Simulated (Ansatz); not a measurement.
A series of calculations on CH$_{7}$BO$_{2}$

**1. Relaxation**

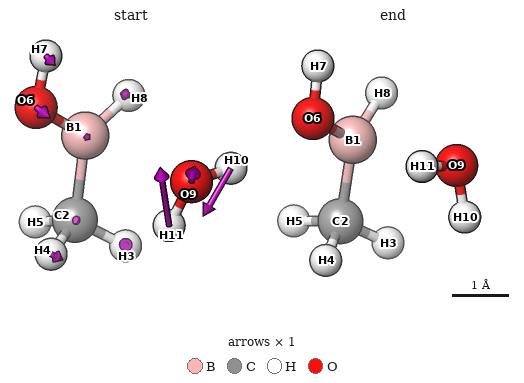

The structure of CH7BO2 before (left) and after (right) a relaxation, at one scale. The purple arrows give the displacements, at their true length.

Style: ball-and-stick. Shown at a tilt.

The run prepares an end point of a later path (reaction) calculation, from a guessed geometry.

The calculation used Ansatz, RKS PBE0-D4/6-31G*. (no spin polarisation; force threshold 0.03 eV/Å; at most 50 steps)

What changed between the two?

Answer. The energy falls by 10.3 kJ/mol in 19 accepted moves (26 points after the start). Largest force component: 0.75 eV/Å at the start, 0.015 eV/Å at the end. The line search rejected the trial steps at points 4, 8, 13, 18, 20, 23, 25 of the run. H11 moves most after the best rigid fit: 1.34 Å. By element the largest moves are H 1.34 Å, O 0.47 Å, C 0.15 Å, B 0.13 Å. Among the contacts that change: B1–O9 2.608 → 2.291 Å, B1–O6 1.358 → 1.381 Å, O9–H11 0.983 → 0.968 Å, B1–C2 1.591 → 1.577 Å. The run took 75 s on 1 thread of Arm Neoverse V2, on a shared host, peak memory 0.17 GiB.

**2. Relaxation**

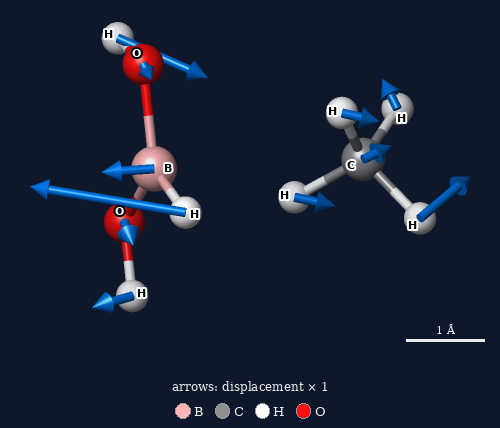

This is a relaxation of CH$_{7}$BO$_{2}$. The starting structure is drawn; blue arrows show the displacements, at their true length. The two geometries are superimposed by the best rigid fit.

The picture is a ball-and-stick view, seen face on.

The run prepares an end point of a later path (reaction) calculation, from a guessed geometry.

All numbers below come from Ansatz 0.2.0, RKS PBE0-D4/6-31G*. Settings: no spin polarisation; force threshold 0.03 eV/Å; at most 50 steps.

### Atoms of which element are displaced furthest, and by how much?

Hydrogen: up to 2.04 Å, against 0.69 Å for boron.

### What happened in the run?

Over 35 accepted moves (44 points after the start) the energy falls by 4.70 kcal/mol. Largest force component: 0.68 eV/Å at the start, 0.015 eV/Å at the end. The line search rejected the trial steps at points 2, 7, 10, 19, 23, 36, 37, 42 and more of the run. The forces were under the threshold at step 9, but the run went on from there. The atom that moves furthest after the best rigid fit is an H atom (2.04 Å). By element the largest moves are H 2.04 Å, B 0.69 Å, O 0.46 Å, C 0.45 Å. Near-neighbour distances that change, for instance: B–O 1.389 → 1.368 Å.

Limits of the set-up: the start holds two separate molecules, 2.2 Å apart at their closest, whose relative position is a soft coordinate.

**3. Path**

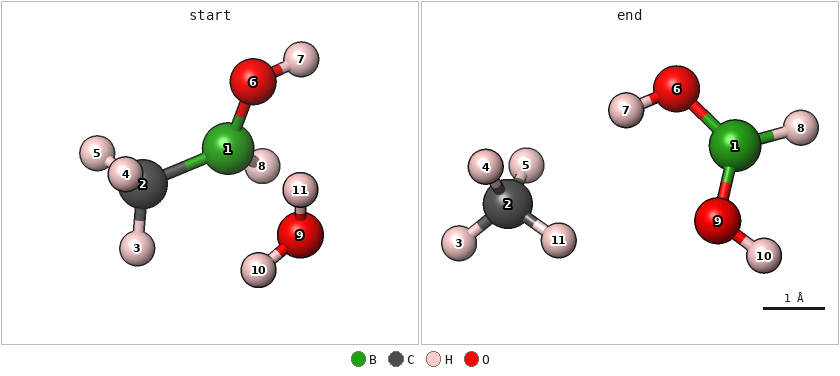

The two relaxed end points of a path for CH$_{7}$BO$_{2}$, made up at the start of CH5BO and H2O. The picture is a ball-and-stick view, seen at a tilt.

Method: RKS PBE0-D4/6-31G* in Ansatz 0.2.0.

Run with 5 movable images; climbing image; force threshold 0.05 eV/Å; iteration limit 60.

Start:
```xyz
11

B     0.1475   -0.0100    0.2618
C    -0.1153    0.2742    1.7901
H    -1.1607    0.1198    2.0812
H     0.5344   -0.3078    2.4557
H     0.1029    1.3330    1.9900
O     1.4296   -0.3754   -0.0988
H     1.5229   -0.3760   -1.0583
H    -0.6207    0.3533   -0.5926
O    -0.5836   -2.1813    0.2913
H    -0.8988   -2.2674    1.2009
H     0.3625   -2.3808    0.3454
```

End:
```xyz
11

B     0.0274   -0.9280   -1.1046
C     0.1084    0.0983    2.6612
H    -0.3749    0.2736    3.6254
H     1.1823   -0.0328    2.8252
H    -0.0657    0.9616    2.0131
O     0.9153   -0.0180   -0.6374
H     1.0940   -0.1633    0.3029
H    -0.2991   -0.8631   -2.2577
O    -0.4666   -1.8818   -0.2577
H    -1.0890   -2.4656   -0.7043
H    -0.3117   -0.7993    2.2007
```

### What barrier does the band find between them, and by what path?

Forward barrier 11.2 kcal/mol, backward barrier 45.5 kcal/mol, with image 2 at the top; the reaction energy is −34.2 kcal/mol. Breaking: B1–C2 (1.58 → 1.59 at the top → 3.90 Å), O9–H11 (0.97 → 0.97 at the top → 2.69 Å). Forming: B1–O9 (2.29 → 1.93 at the top → 1.37 Å), C2–H11 (3.06 → 2.53 at the top → 1.09 Å). The band converged in 27 iterations, with a climbing image at the top. At the top, the vibrational analysis gives one imaginary mode (581i cm⁻¹), as a transition state must have.

Energies of the converged images:

```csv
image,path (Å),E (kcal/mol)
0,0.00,0.0
1,1.30,0.8
2,2.60,11.2
3,4.05,5.0
4,5.50,-33.2
5,6.96,-34.0
6,8.41,-34.2
```

The geometry at the top of the path:

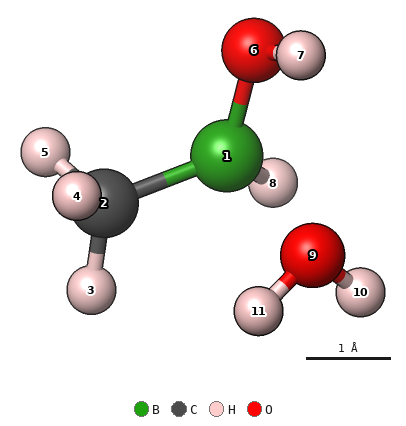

Limits of the set-up: the start holds two separate molecules, 2.3 Å apart at their closest, whose relative position is a soft coordinate.

Cost: 5.6 min on 1 thread of Arm Neoverse V2, with other jobs on the host, peak memory 0.17 GiB.
